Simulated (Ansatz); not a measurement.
# GeNH5 (built from SMILES [NH2][GeH3]): a reaction path by the nudged elastic band

What path joins these two structures, and how high does it climb? Both ends were relaxed at PBE0-D4 in triple zeta.

The runs use Ansatz 0.2.0, Gaussian basis; PBE0-D4/def2-SVP.

16 further runs of the same task are left out: 16 set aside as unsound or not needed.

## 1. The system as given

The first end: 7 atoms, charge 0, spin multiplicity 1.

Atoms are counted from 1 here; the program's logs count them from 0.

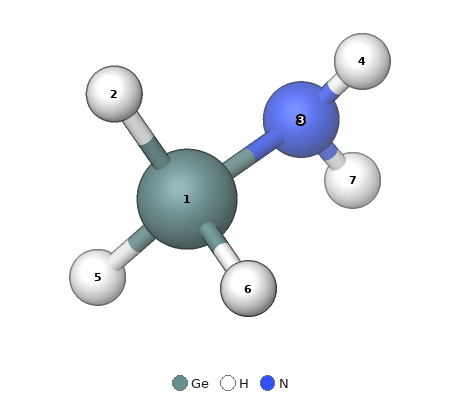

The starting geometry (germanium teal, hydrogen white, nitrogen blue); atoms are numbered from 1 in the order of the file.

Geometry (Å):

```mol
GeH5N
  3D, bonds by distance, orders not assigned

  7  6  0  0  0  0  0  0  0  0999 V2000
   -0.4539    0.0511    0.5247 Ge  0  0
    0.0771    0.9716    1.6334 H   0  0
    0.7041    0.2090   -0.9002 N   0  0
    1.6602   -0.0293   -0.6732 H   0  0
   -1.8326    0.5168    0.0340 H   0  0
   -0.5847   -1.3842    1.0885 H   0  0
    0.4298   -0.3350   -1.7072 H   0  0
  1  2  8  0
  1  3  8  0
  1  5  8  0
  1  6  8  0
  3  4  8  0
  3  7  8  0
M  END
```

The second end:

```mol
GeH5N
  3D, bonds by distance, orders not assigned

  7  5  0  0  0  0  0  0  0  0999 V2000
   -0.7773   -0.3873   -0.3050 Ge  0  0
    1.1643    1.2468    1.9576 H   0  0
   -0.0231   -0.3683   -1.8321 N   0  0
    1.4284    1.3583    1.2675 H   0  0
   -1.7229    0.7638    0.0386 H   0  0
   -0.6490   -1.4306    0.8238 H   0  0
    0.5797   -1.1827   -1.9503 H   0  0
  1  3  8  0
  1  5  8  0
  1  6  8  0
  2  4  8  0
  3  7  8  0
M  END
```

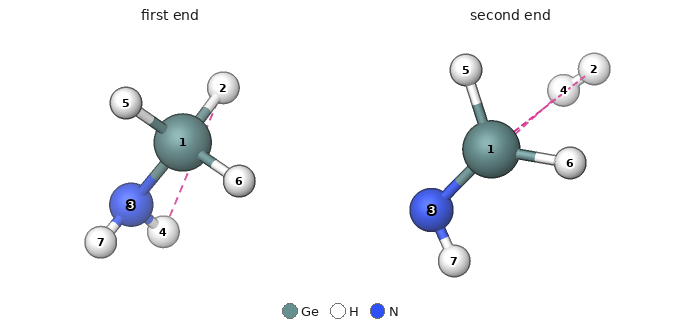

The two ends; dashed lines mark the contacts followed along the path.

## 2. The band at PBE0-D4/def2-SVP

neb/in.yaml reads:

```yaml
crystal:
  periodic: [false, false, false]
  atoms:
    - {symbol: Ge, position_ang: [-0.453882, 0.051088, 0.524702]}
    - {symbol: H, position_ang: [0.077134, 0.971604, 1.633428]}
    - {symbol: N, position_ang: [0.704125, 0.208983, -0.900223]}
    - {symbol: H, position_ang: [1.660193, -0.029291, -0.673182]}
    - {symbol: H, position_ang: [-1.832592, 0.516809, 0.034030]}
    - {symbol: H, position_ang: [-0.584678, -1.384229, 1.088473]}
    - {symbol: H, position_ang: [0.429800, -0.334966, -1.707228]}
basis:
  gaussian: {orbitals: def2-SVP}
hamiltonian: {xc: pbe0, dispersion: d4}
neb:
  images: 5
  climbing: true
  max_iterations: 40
  initial_path: idpp
  final_atoms:
    - {symbol: Ge, position_ang: [-0.777263, -0.387281, -0.305016]}
    - {symbol: H, position_ang: [1.164283, 1.246787, 1.957585]}
    - {symbol: N, position_ang: [-0.023135, -0.368344, -1.832144]}
    - {symbol: H, position_ang: [1.428378, 1.358298, 1.267497]}
    - {symbol: H, position_ang: [-1.722901, 0.763816, 0.038632]}
    - {symbol: H, position_ang: [-0.648991, -1.430584, 0.823793]}
    - {symbol: H, position_ang: [0.579729, -1.182695, -1.950346]}
```

Started as:

```sh
$ ansatz run in.yaml --threads 2 --pin off --events-out ev --progress --plain --max-ram 4352MiB
```

Output, shortened:

```text
Functional definition: PBE0
  name "PBE0"
  cite "Adamo & Barone, J. Chem. Phys. 110, 6158 (1999) doi:10.1063/1.478522"
  cite "Perdew, Burke & Ernzerhof, Phys. Rev. Lett. 77, 3865 (1996) doi:10.1103/PhysRevLett.77.3865"
  parent pbe
[...]
775 factors; integrals over basis functions are off by at most 3.4e-4 eV
[...]
mean field -58072.37427977 eV, -2134.1203919126 hartree, gradient 6.0e-5 eV, S^2 0.000000; 0 other end points of the search recorded, 0 dependent functions left out
[...]
reference -58072.37430432 eV, -2134.1203928148 hartree; 22, 22 occupied and 49, 49 virtual orbitals, 775 factors
[... from here to the last solve, the lines of the solves are left out (127 solves) ...]
WARN: NEB end point (image 0): max|allowed force component| = 2.616e-1 eV/Å (the criterion of neb.relax_end_points is 1.000e-2). That is over neb.f_tol: it is no minimum, so the barrier can be far off. Relax it first
WARN: NEB end point (image 6): max|allowed force component| = 4.816e-1 eV/Å (the criterion of neb.relax_end_points is 1.000e-2). That is over neb.f_tol: it is no minimum, so the barrier can be far off. Relax it first
NEB iter   1: max|band force component| = 4.534e0 eV/Å  barrier→ = 7.5960 eV  barrier← = 4.9328 eV  Δτ_max = 0.2000 Å  (180 SCF iters)
[...]
NEB iter   5: max|band force component| = 5.001e0 eV/Å  barrier→ = 3.8267 eV  barrier← = 1.1636 eV  Δτ_max = 0.1018 Å  (135 SCF iters)
[...]
NEB iter   9: max|band force component| = 7.059e-1 eV/Å  barrier→ = 4.0724 eV  barrier← = 1.4092 eV  Δτ_max = 0.0990 Å  (130 SCF iters)
[...]
NEB iter  13: max|band force component| = 1.474e-1 eV/Å  barrier→ = 3.9668 eV  barrier← = 1.3036 eV  CI = image 3  Δτ_max = 0.0288 Å  (123 SCF iters)
[...]
NEB iter  16: max|band force component| = 6.283e-2 eV/Å  barrier→ = 3.9571 eV  barrier← = 1.2939 eV  CI = image 3  Δτ_max = 0.0334 Å  (114 SCF iters)
[...]
NEB iter  17: max|band force component| = 2.447e-2 eV/Å  barrier→ = 3.9559 eV  barrier← = 1.2927 eV  CI = image 3  Δτ_max = 0.0000 Å  (1011 SCF iters)
Total energy: -58068.48955627 eV, -2133.9776309569 hartree
Atom 0 at    -0.603405    -0.155158     0.131629 Å, force    -0.009713    -0.015443     0.019945 eV/Å
Atom 1 at     0.799930     0.706784     1.122240 Å, force     0.002522     0.011657     0.016355 eV/Å
Atom 2 at     0.421950     0.152928    -1.266228 Å, force    -0.005760     0.011203    -0.023738 eV/Å
Atom 3 at     0.999067     0.573497     0.189430 Å, force     0.015512    -0.002387    -0.007884 eV/Å
Atom 4 at    -1.700927     0.858845     0.505886 Å, force     0.002636    -0.001048    -0.006262 eV/Å
Atom 5 at    -0.716684    -1.435140     1.001038 Å, force    -0.008759    -0.002674    -0.002161 eV/Å
Atom 6 at     0.800168    -0.701758    -1.683996 Å, force     0.003562    -0.001308     0.003745 eV/Å
Dipole moment:    -0.225012    -0.347380     0.348741 e Å
```

Run time: 2.1 min. Hardware: 2 threads of Arm Neoverse V1, shared host.

The last band:

```
image  path (Å)  energy (kJ/mol)  H2–H4 (Å)  Ge1–H2 (Å)  N3–H4 (Å)
    0      0.00              0.0       2.97        1.54       1.01
    1      0.76              3.5       2.66        1.54       1.02
    2      1.51             81.3       1.75        1.59       1.04
    3      2.27            381.7       0.96        1.92       1.62
    4      3.04            278.8       0.77        2.56       2.41
    5      3.80            258.2       0.76        3.15       3.08
    6      4.57            257.0       0.75        3.40       3.83
```

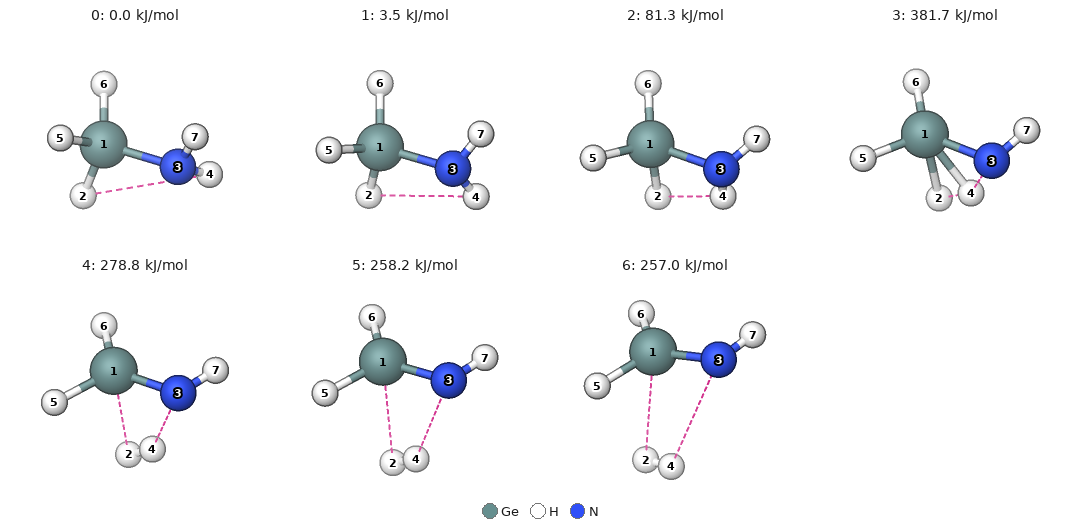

The images of the last band.

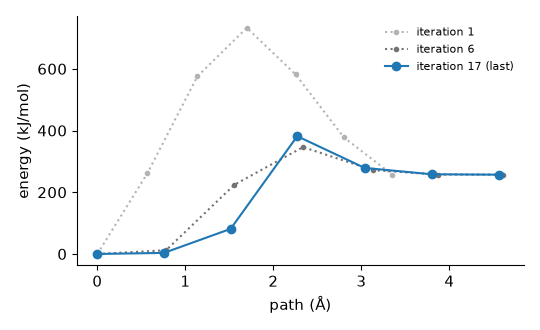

Energy along the path.

The highest image, 3:

```xyz
7
GeH5N
Ge   -0.6034   -0.1552    0.1316
H     0.7999    0.7068    1.1222
N     0.4219    0.1529   -1.2662
H     0.9991    0.5735    0.1894
H    -1.7009    0.8588    0.5059
H    -0.7167   -1.4351    1.0010
H     0.8002   -0.7018   -1.6840
```

## 3. Summary of results

```
                                                                       quantity                                                   value
                                                PBE0-D4/def2-SVP, 17 iterations  highest 381.7 kJ/mol (image 3), last end +257.0 kJ/mol
from earlier runs: barrier over the separately found saddle, CCSD(T)/def2-TZVPP                                            384.8 kJ/mol
```

What this shows: The highest image lies 381.7 kJ/mol above the first end, and it climbed, so it estimates the saddle. The ends are not quite minima at this level (largest force component 0.48 eV/Å), so the heights are unreliable: relaxing the first end would lower it and raise the barrier above it. The highest image is 3.1 kJ/mol below the CCSD(T) barrier in triple zeta, which comes from separate runs on the saddle.
